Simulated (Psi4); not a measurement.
# CF2 (SMILES F[C]F) at wB97X/def2-TZVPP

What is the energy change on altering one bond length of CF2 at wB97X/def2-TZVPP? 

The calculation is run with Psi4 1.11.

**1. The system as given**

CF2: 3 atoms, total charge 0, spin state singlet. SMILES: `F[C]F`. The shape is that of a PBE0-D4/def2-TZVP optimisation.

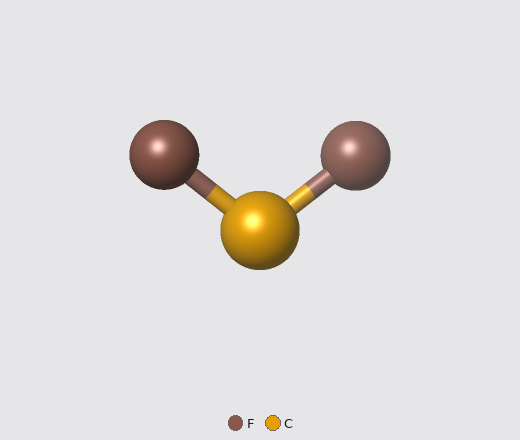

The structure, seen from a chosen angle (fluorine brown, carbon amber).

**2. Energy and gradient at wB97X/def2-TZVPP**

Input file calc.inp:

```
memory 2.2 GB

molecule {
  0 1
  F
  C 1 r2
  F 2 r3 1 a3

  r2 = 1.295998
  r3 = 1.296001
  a3 = 104.73481
  units angstrom
  symmetry c1
  no_reorient
  no_com
}

set basis def2-TZVPP
set puream true
set e_convergence 1e-09
set d_convergence 1e-08
set scf_type pk
set dft_radial_points 99
set dft_spherical_points 590

e, wfn = gradient("wb97x", return_wfn=True)
print_variables()
```

The run is started by

```bash
$ psi4 calc.inp calc.out -n 1
```

calc.out:

```text
[...]
  Running in c1 symmetry.
[...]
  Nuclear repulsion =   64.979426962265478
[...]
  Multiplicity = 1
[...]
  Nalpha       = 12
  Nbeta        = 12
[...]
    Number of basis functions: 93
[...]
   @RKS iter   1:  -237.71801896262392   -4.58160e-01   3.59709e-03 DIIS/ADIIS
[...]
   @RKS iter  11:  -237.75275755777332   -7.95808e-13   4.93105e-09 DIIS
[...]
    Orbital Energies [Eh]
    ---------------------
    Doubly Occupied:
       1A    -24.821993     2A    -24.821986     3A    -10.464466
       4A     -1.473831     5A     -1.394395     6A     -0.834469
       7A     -0.724515     8A     -0.681427     9A     -0.675576
      10A     -0.598367    11A     -0.571440    12A     -0.418245
[...]
  @RKS Final Energy:  -237.75275755777332
   => Energetics <=
    Nuclear Repulsion Energy =             64.9794269622654781
    One-Electron Energy =                -457.7271350635593876
    Two-Electron Energy =                 173.9783434058994658
    DFT Exchange-Correlation Energy =     -18.9833928623788530
    Empirical Dispersion Energy =           0.0000000000000000
    VV10 Nonlocal Energy =                  0.0000000000000000
    Total Energy =                       -237.7527575577733217
[...]
 Multipole Moments:
 ------------------------------------------------------------------------------------
     Multipole            Electronic (a.u.)      Nuclear  (a.u.)        Total (a.u.)
 ------------------------------------------------------------------------------------
 L = 1.  Multiply by 2.5417464519 to convert [e a0] to [Debye]
 Dipole X            :          0.4955093           -0.2837896            0.2117197
 Dipole Y            :          0.3820504           -0.2188041            0.1632463
 Dipole Z            :         -0.0000000            0.0000000           -0.0000000
 Magnitude           :                                                    0.2673473
[...]
  -Total Gradient:
     Atom            X                  Y                   Z
    ------   -----------------  -----------------  -----------------
       1        0.000130861846    -0.002923708265    -0.000000000000
       2        0.002694592177     0.002079423542    -0.000000000000
       3       -0.002792467849     0.000869713868     0.000000000000
[...]
```

Run time: 38 s. Hardware: 1 thread of Intel Xeon at 2.50GHz (Skylake/Cascade Lake), shared host; peak memory 0.82 GiB.

**3. The distorted shape, same level**

Input file cf2.json:

```json
{
 "schema_name": "qcschema_input",
 "schema_version": 1,
 "molecule": {
  "schema_name": "qcschema_molecule",
  "schema_version": 2,
  "symbols": ["F", "C", "F"],
  "geometry": [1.61911545, 2.15163272, 1.12920396, 1.74389407, -0.2859817, 0.92804261, -1.32023826, -1.23378329, -0.86313241],
  "molecular_charge": 0,
  "molecular_multiplicity": 1,
  "fix_symmetry": "c1"
 },
 "driver": "gradient",
 "model": {
  "method": "wb97x",
  "basis": "def2-TZVPP"
 },
 "keywords": {
  "puream": true,
  "e_convergence": 1e-09,
  "d_convergence": 1e-08,
  "scf_type": "pk",
  "dft_radial_points": 99,
  "dft_spherical_points": 590,
  "scf_properties": ["MAYER_INDICES", "MULLIKEN_CHARGES", "QUADRUPOLE"]
 }
}
```

The run is started by

```bash
$ psi4 --qcschema cf2.json -n 1 --memory 2200MB
```

stdout, shortened:

```text
[...]
  Running in c1 symmetry.
[...]
  Nuclear repulsion =   53.258360605316582
[...]
  Multiplicity = 1
[...]
  Nalpha       = 12
  Nbeta        = 12
[...]
    Number of basis functions: 93
[...]
   @RKS iter   1:  -237.50744662134827   -8.01216e-01   6.37553e-03 DIIS/ADIIS
[...]
   @RKS iter  13:  -237.65560019707831   -1.16813e-11   6.16915e-09 DIIS
[...]
  @RKS Final Energy:  -237.65560019707831
   => Energetics <=
    Nuclear Repulsion Energy =             53.2583606053165823
    One-Electron Energy =                -434.8576425255868116
    Two-Electron Energy =                 162.7705533788930552
    DFT Exchange-Correlation Energy =     -18.8268716557011224
    Empirical Dispersion Energy =           0.0000000000000000
    VV10 Nonlocal Energy =                  0.0000000000000000
    Total Energy =                       -237.6556001970783143
[...]
 Multipole Moments:
 ------------------------------------------------------------------------------------
     Multipole            Electronic (a.u.)      Nuclear  (a.u.)        Total (a.u.)
 ------------------------------------------------------------------------------------
 L = 1.  Multiply by 2.5417464519 to convert [e a0] to [Debye]
 Dipole X            :          0.8400722            0.4265926            1.2666647
 Dipole Y            :          0.9324289           -0.1793409            0.7530880
 Dipole Z            :         -0.0000000            0.0000000           -0.0000000
 Magnitude           :                                                    1.4736285
 L = 2.  Multiply by 1.3450342976 to convert [e a0^2] to [Debye ang]
 Quadrupole XX       :        -83.4802980           70.5249229          -12.9553752
 Quadrupole XY       :        -48.9605193           48.1188416           -0.8416778
[...]
  Mulliken Charges: (a.u.)
   Center  Symbol    Alpha    Beta     Spin     Total
[...]
  -Total Gradient:
     Atom            X                  Y                   Z
    ------   -----------------  -----------------  -----------------
       1        0.009984936110     0.068524197841    -0.000000000000
       2        0.074489983335    -0.038718467012    -0.000000000000
       3       -0.084466151737    -0.029778493375     0.000000000000
[...]
```

The result, in JSON:

```text
{
 "driver": "gradient",
 "model": {
  "method": "wb97x",
  "basis": "def2-TZVPP"
 },
 "success": true,
 "return_result": [0.009984936110139717, 0.06852419784077013, -3.3821068123372022e-15, 0.07448998333516102, -0.03871846701232817, -3.3871806058030465e-14, -0.08446615173671543, -0.029778493375400804, 4.146201415869904e-15],
 "properties": {
  "calcinfo_nbasis": 93,
  "calcinfo_nmo": 93,
  "calcinfo_nalpha": 12,
  "calcinfo_nbeta": 12,
  "calcinfo_natom": 3,
  "nuclear_repulsion_energy": 53.25836060531658,
  "return_energy": -237.65560019707831,
  "return_gradient": [0.009984936110139717, 0.06852419784077013, -3.3821068123372022e-15, 0.07448998333516102, -0.03871846701232817, -3.3871806058030465e-14, -0.08446615173671543, -0.029778493375400804, 4.146201415869904e-15],
  "scf_one_electron_energy": -434.8576425255868,
  "scf_two_electron_energy": 162.77055337889306,
  "scf_xc_energy": -18.826871655701122,
  "scf_dipole_moment": [1.2666647253510543, 0.7530879515628405, -1.2725571762238664e-15],
  "scf_total_energy": -237.65560019707831,
  "scf_total_gradient": [0.009984936110139717, 0.06852419784077013, -3.3821068123372022e-15, 0.07448998333516102, -0.03871846701232817, -3.3871806058030465e-14, -0.08446615173671543, -0.029778493375400804, 4.146201415869904e-15],
  "scf_iterations": 13
 }
}
```

Run time: 39 s. Hardware: 1 thread of Intel Xeon at 2.50GHz (Skylake/Cascade Lake), shared host; peak memory 0.79 GiB.

**4. Results**

At wB97X/def2-TZVPP:

| quantity | value |
| --- | --- |
| first shape: total energy | -237.75276 Eh |
| first shape: dipole moment | 0.68 D |
| first shape: HOMO energy | -11.38 eV |
| first shape: LUMO energy | 0.30 eV |
| first shape: HOMO–LUMO gap | 11.68 eV |
| first shape: largest force on an atom | 0.175 eV/Å |
| distorted shape: total energy | -237.65560 Eh |
| distorted shape: dipole moment | 3.75 D |
| distorted shape: HOMO energy | -12.14 eV |
| distorted shape: LUMO energy | -2.04 eV |
| distorted shape: HOMO–LUMO gap | 10.11 eV |
| distorted shape: largest force on an atom | 4.605 eV/Å |
| energy change with the C2–F3 bond stretched from 1.296 to 1.944 Å | 2.644 eV |

With the C2–F3 bond stretched from 1.296 to 1.944 Å the energy rises by 2.64 eV (255 kJ/mol). The first shape isn't relaxed at this level, so the change isn't measured from a minimum.
